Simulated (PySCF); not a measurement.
# C4H12BNO: NMR shifts and electronic excitations in gas and solvents, part 1 of 2

Aim: compute the NMR shifts and electronic excitations of C4H12BNO (`CC[C@@H](C)OBN`), and see what a dielectric continuum does where one was used.

Computed with PySCF 2.14.0, with density-fitted response routines of our own, on a single molecule, in the gas phase or a continuum. Atoms are numbered from 0 throughout.

## Step 1: The molecule as given

19 atoms, charge 0, multiplicity 1; geometry from: GFN2-xTB. The atoms were then displaced at random by about 0.01 Å, so the start is not that level's minimum.

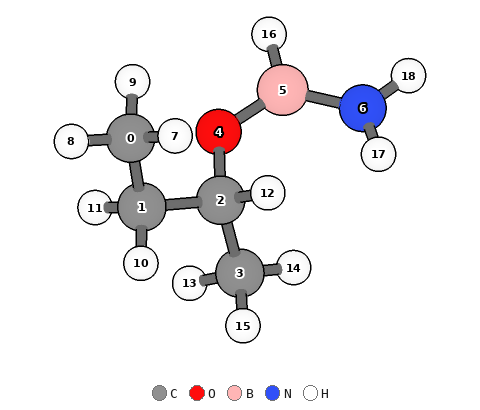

The starting geometry (carbon grey, oxygen red, boron pink, nitrogen blue, hydrogen white), atoms numbered; sticks join atoms by distance.

## Step 2: Optimising the geometry at PBE0-D3(BJ)/def2-SVP

The job: settings as JSON, then the geometry in Å.

```
{"job": {"xc": "PBE0", "basis": "def2-SVP", "d3": "d3bj", "grid": 1, "shake": 0.01, "kind": "geom"}, "charge": 0, "multiplicity": 1}
C     -1.736470     1.567110     0.648530
C     -1.662710     0.125950     0.225280
C     -0.226210    -0.368550     0.241630
C     -0.100440    -1.868130    -0.026850
O      0.516160     0.337280    -0.742250
B      1.847450     0.553900    -0.709890
N      2.728420     0.089120     0.295320
H     -1.402010     1.728530     1.665210
H     -2.785970     1.947730     0.592800
H     -1.136170     2.199330     0.004850
H     -2.262200    -0.495390     0.906200
H     -2.035460     0.015670    -0.780580
H      0.189180    -0.150810     1.237140
H     -0.604910    -2.087690    -0.979220
H      0.899240    -2.206100    -0.051870
H     -0.659110    -2.409180     0.759340
H      2.283410     1.179260    -1.607360
H      2.416840    -0.430490     1.104820
H      3.700230     0.279530     0.298280
```

Launch:

```bash
> OMP_NUM_THREADS=1 python probes_run.py task.json out
```

This one command runs all jobs of the session in turn.

The program printed:

```text
step   0  E = -313.97346247  max force = 0.044413
step   1  E = -313.97835697  max force = 0.010384
step   2  E = -313.97853293  max force = 0.002504
step   3  E = -313.97841587  max force = 0.005459
step   4  E = -313.97859649  max force = 0.001737
step   5  E = -313.97861867  max force = 0.000200
step   6  E = -313.97862201  max force = 0.000201
optimisation converged
```

Run time: 1.8 min. Hardware: 1 thread of Arm Neoverse N1, shared host; peak memory 0.65 GiB.

The steps of the relaxation: (the energy doesn't fall at every step)

| step | energy from step 0 (eV) | largest force component (eV/Å) |
| --- | --- | --- |
| 0 | 0.0000 | 2.2838 |
| 1 | -0.1332 | 0.5340 |
| 2 | -0.1380 | 0.1288 |
| 3 | -0.1348 | 0.2807 |
| 4 | -0.1397 | 0.0893 |
| 5 | -0.1403 | 0.0103 |
| 6 | -0.1404 | 0.0103 |

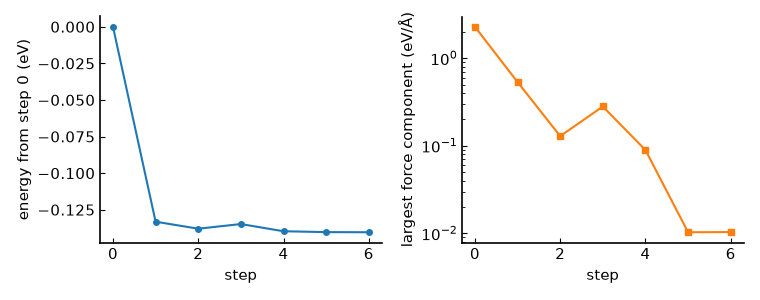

Energy and largest force along the relaxation.

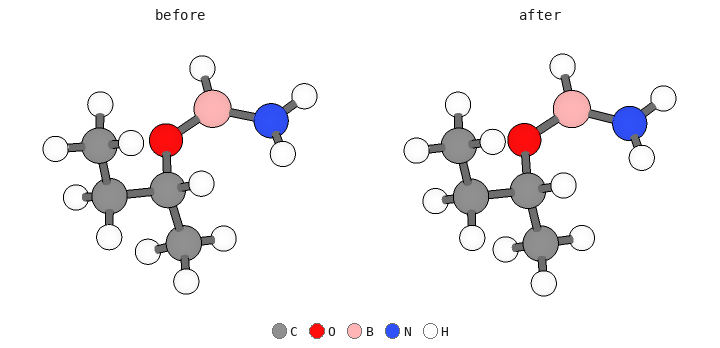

The geometry before (left) and after (right).

Distances of close pairs at the start and the end, largest changes first:

| bond | before (Å) | after (Å) | change (Å) |
| --- | --- | --- | --- |
| C3–H14 | 1.056 | 1.100 | +0.045 |
| B5–H16 | 1.178 | 1.211 | +0.033 |
| C1–H11 | 1.078 | 1.104 | +0.025 |
| C0–H7 | 1.082 | 1.102 | +0.020 |
| N6–H18 | 0.990 | 1.009 | +0.019 |
| C0–H8 | 1.118 | 1.100 | -0.018 |
| C0–H9 | 1.084 | 1.100 | +0.016 |
| O4–B5 | 1.349 | 1.365 | +0.015 |

The final coordinates are the input of the step that follows.

| at the end point | value |
| --- | --- |
| point group (found at 0.08 Å tolerance) | C1 |
| rotational constants (GHz, main isotopes) | 3.768, 1.725, 1.368 |
| dipole moment (D) | 2.56 |

## Step 3: Nuclear shieldings: PBE0/pcSseg-1 in dichloromethane

The job: settings as JSON, then the geometry in Å.

```
{"job": {"kind": "nmr", "xc": "PBE0", "basis": "pcSseg-1", "solvent": "dichloromethane", "pop": true}, "charge": 0, "multiplicity": 1}
C     -1.663543     1.455902     0.779798
C     -1.559090    -0.005906     0.382706
C     -0.126624    -0.516757     0.335166
C     -0.048184    -1.997162     0.002118
O      0.572920     0.238729    -0.633279
B      1.923528     0.430720    -0.603805
N      2.774183    -0.087747     0.388824
H     -1.268509     1.624345     1.794976
H     -2.707404     1.802986     0.766288
H     -1.085860     2.084421     0.086477
H     -2.129900    -0.638371     1.083220
H     -2.003429    -0.159747    -0.615857
H      0.327057    -0.342961     1.333359
H     -0.498156    -2.184119    -0.984810
H      0.996885    -2.339482    -0.031672
H     -0.586240    -2.599188     0.749727
H      2.396898     1.093902    -1.499318
H      2.474300    -0.646680     1.175676
H      3.765039     0.105130     0.381515
```

With the program's defaults for keys left out, this is: GIAO PBE0/pcSseg-1 NMR shielding, non-relativistic, IEF-PCM dichloromethane.

The program printed:

```text
coarse grid: 15024 points
cycle   1  E = -314.0155814294  dE =  5.954e-01  |g| = 6.896e-01  |ddm| = 3.556e+00
cycle   2  E = -313.9436829036  dE =  7.190e-02  |g| = 9.442e-01  |ddm| = 1.158e+00
cycle   3  E = -314.1120992761  dE = -1.684e-01  |g| = 1.188e-01  |ddm| = 7.162e-01
cycle   4  E = -314.1145489748  dE = -2.450e-03  |g| = 3.697e-02  |ddm| = 8.670e-02
cycle   5  E = -314.1148054880  dE = -2.565e-04  |g| = 1.126e-02  |ddm| = 2.756e-02
cycle   6  E = -314.1148319433  dE = -2.646e-05  |g| = 2.672e-03  |ddm| = 8.187e-03
cycle   7  E = -314.1148334478  dE = -1.505e-06  |g| = 4.809e-04  |ddm| = 1.885e-03
final grid: 142704 points
cycle   8  E = -314.1632094500  dE = -4.366e-05  |g| = 1.218e-02  |ddm| = 3.166e-02
cycle   9  E = -314.1631809674  dE =  2.848e-05  |g| = 1.744e-02  |ddm| = 1.815e-02
cycle  10  E = -314.1632403888  dE = -5.942e-05  |g| = 1.778e-03  |ddm| = 1.052e-02
cycle  11  E = -314.1632410726  dE = -6.838e-07  |g| = 1.974e-04  |ddm| = 1.429e-03
cycle  12  E = -314.1632410800  dE = -7.378e-09  |g| = 8.281e-05  |ddm| = 2.190e-04
cycle  13  E = -314.1632410815  dE = -1.558e-09  |g| = 1.979e-05  |ddm| = 7.017e-05
cycle  14  E = -314.1632410816  dE = -7.662e-11  |g| = 6.443e-06  |ddm| = 1.753e-05
converged SCF energy = -314.1632410816

GIAO shielding tensors (ppm)
atom      isotropic    diamagn.    paramagn.     s11        s22        s33       span
  0 C      172.084     246.731     -74.647    158.705    171.441    186.106     27.401
  1 C      150.724     247.724     -97.000    138.487    143.282    170.404     31.917
  2 C      114.539     246.325    -131.786     88.979    113.645    140.993     52.014
  3 C      160.906     248.507     -87.602    140.595    156.131    185.990     45.395
  4 O      189.109     398.881    -209.772     97.223    171.533    298.572    201.349
  5 B       75.281     197.288    -122.007     46.693     79.793     99.358     52.666
  6 N      184.638     320.754    -136.117    106.600    217.206    230.107    123.507
  7 H       30.549      29.816       0.733     26.391     28.499     36.756     10.365
  8 H       30.225      27.695       2.530     25.557     27.340     37.779     12.222
  9 H       29.937      30.584      -0.646     24.931     29.985     34.896      9.965
 10 H       29.947      31.021      -1.074     24.796     29.841     35.203     10.407
 11 H       29.955      31.450      -1.495     25.867     29.799     34.200      8.333
 12 H       27.649      34.964      -7.315     25.247     28.244     29.457      4.210
 13 H       30.253      30.353      -0.100     27.015     28.332     35.411      8.396
 14 H       29.691      30.805      -1.114     24.578     29.571     34.923     10.345
 15 H       30.270      29.818       0.452     26.113     27.902     36.795     10.681
 16 H       27.163      30.777      -3.614     24.087     27.036     30.366      6.278
 17 H       28.163      33.466      -5.303     22.123     27.675     34.691     12.568
 18 H       27.967      28.750      -0.783     23.214     24.067     36.620     13.406
```

Run time: 41 s. Hardware: 1 thread of Arm Neoverse N1, shared host; peak memory 1.1 GiB.

Shifts follow as δ = σ(reference) − σ, with reference shieldings (ppm) from runs at the same level and on the same kind of geometry: 1H TMS 31.24, 13C TMS 185.3, 15N NH3 268.2, 17O H2O 342.0, 11B BF3·OEt2 101.3. The references are single molecules in the same continuum, so shifts against H2O, NH3, PH3, H3PO4 or CFCl3 are not on the usual liquid scales and can be off by tens of ppm. Atoms listed in one row are averaged.

| atoms | environment | σ (ppm) | δ (ppm) |
| --- | --- | --- | --- |
| C2 | sp3 CH bonded to O | 114.5 | 70.8 |
| C1 | sp3 CH2 | 150.7 | 34.6 |
| C3 | methyl carbon | 160.9 | 24.4 |
| C0 | methyl carbon | 172.1 | 13.2 |
| H16 | hydrogen on a boron bonded to N, O | 27.16 | 4.08 |
| H12 | hydrogen on an sp3 CH bonded to O | 27.65 | 3.59 |
| H17, H18 | hydrogen on a nitrogen bonded to B | 28.06 | 3.18 |
| H10 | hydrogen on an sp3 CH2 | 29.95 | 1.30 |
| H11 | hydrogen on an sp3 CH2 | 29.96 | 1.29 |
| H13, H14, H15 | hydrogen on a methyl carbon | 30.07 | 1.17 |
| H7, H8, H9 | hydrogen on a methyl carbon | 30.24 | 1.01 |
| O4 | oxygen bonded to C, B | 189.1 | 152.9 |
| B5 | boron bonded to N, O, H | 75.3 | 26.0 |
| N6 | nitrogen bonded to B, 2 H | 184.6 | 83.5 |

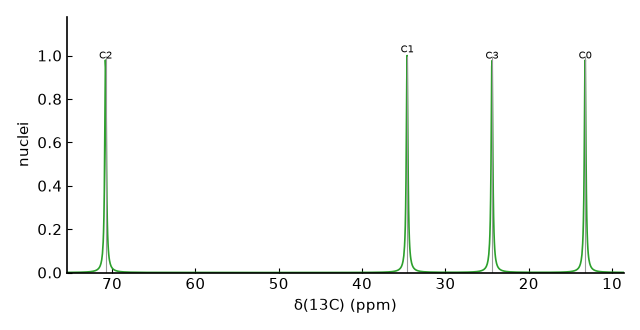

13C lines at the computed shifts, without couplings. Lines are broadened to a width of 0.23 ppm (Lorentzian).

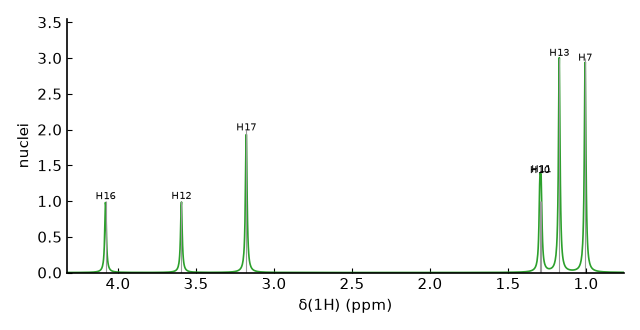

1H lines at the computed shifts, without couplings. Lines are broadened to a width of 0.01 ppm (Lorentzian).

The run also stored atomic charges by several schemes (e):

| atoms | Mulliken | IAO | Hirshfeld | ESP fit |
| --- | --- | --- | --- | --- |
| C0 | -0.29 | -0.41 | -0.12 | -0.28 |
| C1 | -0.23 | -0.25 | -0.07 | -0.05 |
| C2 | -0.06 | 0.11 | 0.06 | 0.56 |
| C3 | -0.23 | -0.42 | -0.12 | -0.72 |
| O4 | -0.52 | -0.42 | -0.18 | -0.57 |
| B5 | 0.38 | 0.24 | 0.15 | 0.60 |
| N6 | -0.50 | -0.59 | -0.25 | -1.05 |

Mulliken charges:

C0 -0.29; C1 -0.23; C2 -0.06; C3 -0.23; O4 -0.52; B5 0.38; N6 -0.50; H7 0.11; H8 0.12; H9 0.12; H10 0.12; H11 0.12; H12 0.11; H13 0.12; H14 0.12; H15 0.12; H16 -0.05; H17 0.21; H18 0.22

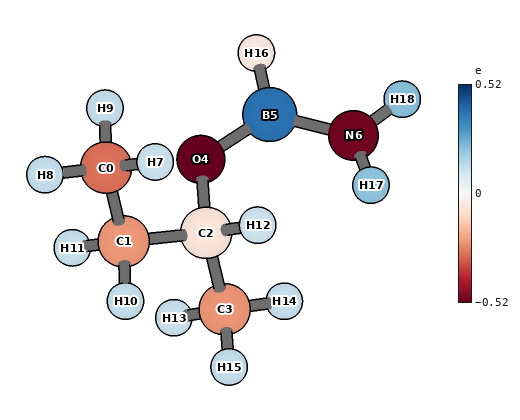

Mulliken charges, as colours on the atoms.

Mayer bond orders: C0–C1 1.06, C1–C2 1.01, C2–C3 1.05, C2–O4 0.83, O4–B5 1.14, B5–N6 1.29.

## Step 4: Shielding tensors: PBE0/pcSseg-1 in water

Same as in step 3 but for these lines:

```diff
@@ -1,2 +1,2 @@
-{"job": {"kind": "nmr", "xc": "PBE0", "basis": "pcSseg-1", "solvent": "dichloromethane", "pop": true}, "charge": 0, "multiplicity": 1}
+{"job": {"kind": "nmr", "xc": "PBE0", "basis": "pcSseg-1", "solvent": "water", "pop": false}, "charge": 0, "multiplicity": 1}
 C     -1.663543     1.455902     0.779798
```

Level: GIAO PBE0/pcSseg-1 NMR shielding, non-relativistic, IEF-PCM water.

The program printed:

```text
coarse grid: 15024 points
cycle   1  E = -314.0179355760  dE =  5.931e-01  |g| = 6.872e-01  |ddm| = 3.556e+00
cycle   2  E = -313.9486510871  dE =  6.928e-02  |g| = 9.355e-01  |ddm| = 1.134e+00
cycle   3  E = -314.1136079412  dE = -1.650e-01  |g| = 1.159e-01  |ddm| = 6.973e-01
cycle   4  E = -314.1159354206  dE = -2.327e-03  |g| = 3.654e-02  |ddm| = 8.466e-02
cycle   5  E = -314.1161860073  dE = -2.506e-04  |g| = 1.108e-02  |ddm| = 2.707e-02
cycle   6  E = -314.1162114787  dE = -2.547e-05  |g| = 2.657e-03  |ddm| = 8.049e-03
cycle   7  E = -314.1162129690  dE = -1.490e-06  |g| = 4.766e-04  |ddm| = 1.893e-03
final grid: 142704 points
cycle   8  E = -314.1645789687  dE = -4.374e-05  |g| = 1.216e-02  |ddm| = 3.162e-02
cycle   9  E = -314.1645508019  dE =  2.817e-05  |g| = 1.739e-02  |ddm| = 1.805e-02
cycle  10  E = -314.1646098254  dE = -5.902e-05  |g| = 1.763e-03  |ddm| = 1.043e-02
cycle  11  E = -314.1646104976  dE = -6.722e-07  |g| = 1.941e-04  |ddm| = 1.403e-03
cycle  12  E = -314.1646105048  dE = -7.171e-09  |g| = 8.159e-05  |ddm| = 2.151e-04
cycle  13  E = -314.1646105063  dE = -1.514e-09  |g| = 1.967e-05  |ddm| = 6.896e-05
cycle  14  E = -314.1646105064  dE = -7.458e-11  |g| = 6.557e-06  |ddm| = 1.745e-05
converged SCF energy = -314.1646105064

GIAO shielding tensors (ppm)
atom      isotropic    diamagn.    paramagn.     s11        s22        s33       span
  0 C      172.195     246.840     -74.644    158.898    171.476    186.211     27.313
  1 C      150.809     247.803     -96.994    138.669    143.258    170.501     31.832
  2 C      114.519     246.360    -131.841     88.745    113.506    141.306     52.561
  3 C      160.966     248.569     -87.604    140.638    156.159    186.099     45.460
  4 O      189.836     399.135    -209.298     98.455    172.227    298.826    200.371
  5 B       75.324     197.307    -121.983     46.323     80.422     99.227     52.903
  6 N      183.782     320.819    -137.037    104.411    217.318    229.617    125.206
  7 H       30.511      29.798       0.713     26.345     28.449     36.739     10.394
  8 H       30.212      27.700       2.512     25.541     27.321     37.774     12.234
  9 H       30.003      30.675      -0.671     25.005     30.059     34.946      9.941
 10 H       29.896      30.978      -1.082     24.737     29.768     35.182     10.445
 11 H       29.996      31.502      -1.506     25.899     29.853     34.235      8.336
 12 H       27.584      34.895      -7.311     25.170     28.161     29.420      4.250
 13 H       30.295      30.401      -0.106     27.059     28.383     35.444      8.385
 14 H       29.672      30.794      -1.122     24.554     29.546     34.917     10.363
 15 H       30.221      29.770       0.451     26.049     27.836     36.777     10.728
 16 H       27.192      30.839      -3.647     24.128     27.075     30.373      6.245
 17 H       28.035      33.348      -5.313     22.000     27.510     34.596     12.596
 18 H       27.863      28.651      -0.787     23.126     23.946     36.518     13.392
```

Wall time 37 s (1 thread of Arm Neoverse N1, shared host); peak memory 1.1 GiB.

This run: δ C2 71.0, C1 34.7, C3 24.5, C0 13.3, H16 4.05, H12 3.66 ppm.

(Continued in part 2 of 2.)
